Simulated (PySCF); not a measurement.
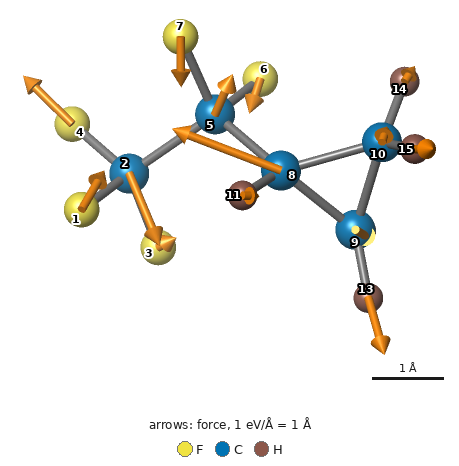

Starting geometry of C5H5F5 with the computed forces as orange arrows. Style: ball-and-stick. Shown at a tilt.

The start comes from GFN2-xTB. Its atoms were then displaced at random by about 0.01 Å.

All numbers below come from PySCF, PBE0-D3(BJ)/def2-SVP geometry optimisation, gas phase. 

> Is this structure relaxed? If not, where do the atoms go?

It isn't relaxed: the largest force vector, on a C atom, is 1.65 eV/Å. The final displacements follow the starting forces only in part (cosine between the two patterns 0.41). The largest move after the best rigid fit is that of an F atom, 0.074 Å. Largest moves by element: F 0.074 Å, H 0.071 Å, C 0.025 Å. Some distances before and after: C–C 1.472 → 1.499 Å, C–F 1.300 → 1.325 Å, C–F 1.352 → 1.331 Å, C–C 1.515 → 1.495 Å. Bond angles that change, for instance: H–C–H 111.7° → 114.8°, C–C–H 110.0° → 112.4°, F–C–F 105.2° → 107.6°. After 7 geometry steps the energy has fallen by 2.55 kcal/mol.
